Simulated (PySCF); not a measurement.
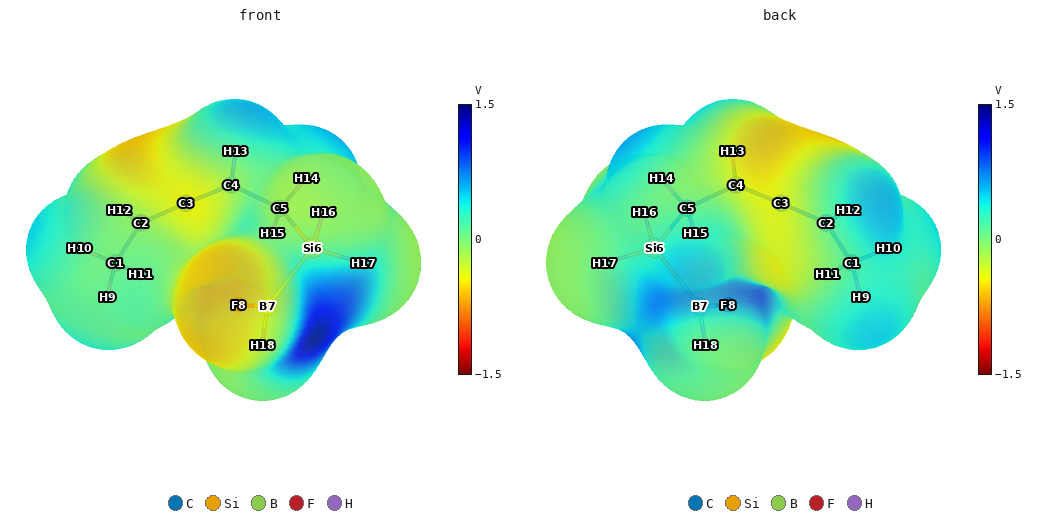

The picture shows: C5H10BFSi (SMILES CC=C=CC[SiH2]BF). The electrostatic potential painted on the density surface at 0.001 e/bohr³, seen from the front and from behind; the colour scale runs from red (negative) to blue (positive).

Geometry: GFN2-xTB.

Method: PySCF 2.14.0, PBE0/pcSseg-1, SCF density, gas phase, non-relativistic.

```xyz
18

C     2.1608    1.7309   -0.2814
C     2.0446    0.7735    0.8685
C     0.9232    0.2727    1.2873
C    -0.2040   -0.2429    1.6738
C    -0.7880   -1.5054    1.1206
Si   -2.1653   -1.1042   -0.1649
B    -1.3537   -0.1650   -1.7010
F    -1.4756    1.1411   -1.8180
H     2.8286    1.3242   -1.0412
H     2.5802    2.6770    0.0611
H     1.1883    1.9187   -0.7299
H     2.9746    0.5221    1.3655
H    -0.7995    0.2633    2.4239
H    -1.2058   -2.1000    1.9324
H    -0.0062   -2.0968    0.6426
H    -3.2001   -0.3487    0.5628
H    -2.7916   -2.3958   -0.5014
H    -0.7193   -0.6586   -2.5656
```

Q: Describe the electrostatic potential map.

A: The most negative region (about −0.6 V) lies over C2, C3, C4 and F8, the most positive (about +1.3 V) over B7.

Q: How polar is the molecule by this calculation?

A: Its dipole moment is 0.75 D.
